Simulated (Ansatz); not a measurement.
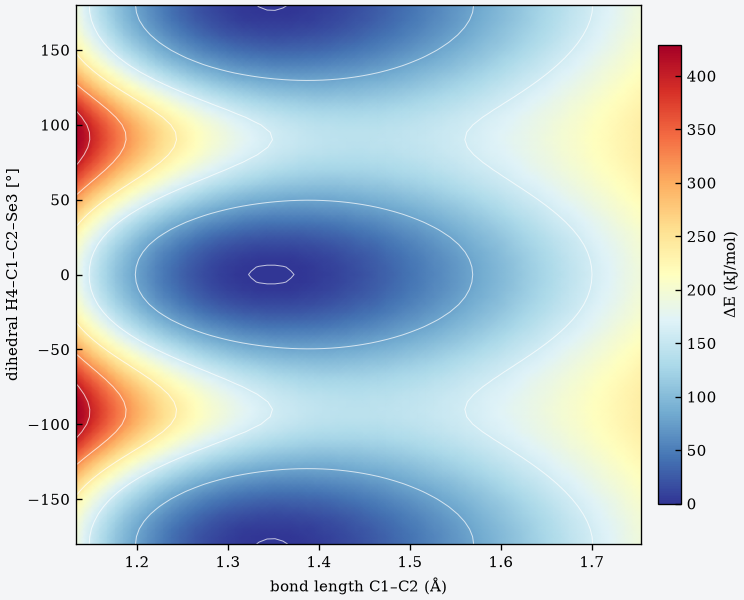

C2H3Se, SMILES C=C[Se], spin multiplicity 2. 
- The first coordinate is: bond length C1–C2; the second: dihedral H4–C1–C2–Se3.
- Nothing is relaxed (all other coordinates rigid).
- The scan uses a 9 × 9 grid; 45 points were computed and 36 follow by symmetry.
- Points are written as (first, second).
- All energies are given in kJ/mol relative to the lowest grid point.
- This map comes from UKS CAM-B3LYP-D4/def2-SVP in Ansatz.

Drawn: a smooth colour map with a few white contour lines. Between grid points the surface is interpolated.

The lowest grid point is at (1.366 Å, −180°). A higher local minimum lies near (1.366 Å, −20°) (14 kJ/mol above the lowest at that grid point). The highest grid point, (1.133 Å, −100°), lies 429 kJ/mol above the lowest. On the interpolated surface the easiest way out of the lowest well to a well of about the same depth near (1.366 Å, −20°) passes a barrier of about 142 kJ/mol. Round the minimum the two coordinates are nearly uncoupled.

The level of theory is changed to Ansatz 0.2.0, UHF/def2-SVP; with it change the reference geometry, relaxed at the new level; the new grid has 15 × 15 points, laid about the new relaxed structure. In part of the range the unrestricted reference is strongly spin-contaminated.

How does the landscape change?

Answer. The minimum (interpolated where it lies between grid points) moves from about (1.349 Å, −180°) to about (1.362 Å, −180°). The easiest pass out of the lowest well goes from about 142 to about 120 kJ/mol on the interpolated surfaces.

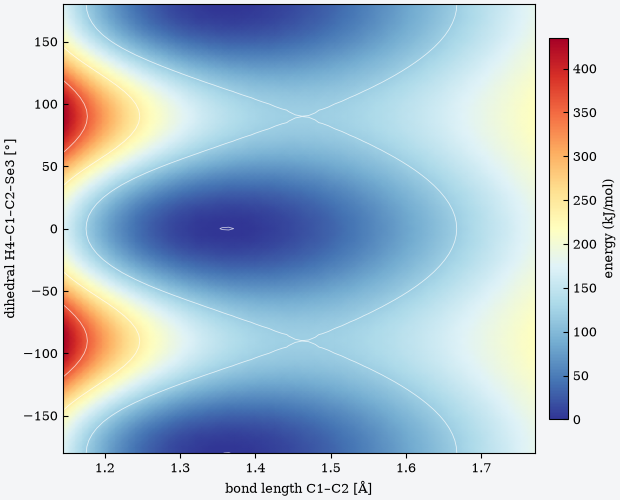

The map after the change, on a colour scale of its own. Drawn: a smooth colour map with a few white contour lines. Between grid points the surface is interpolated.
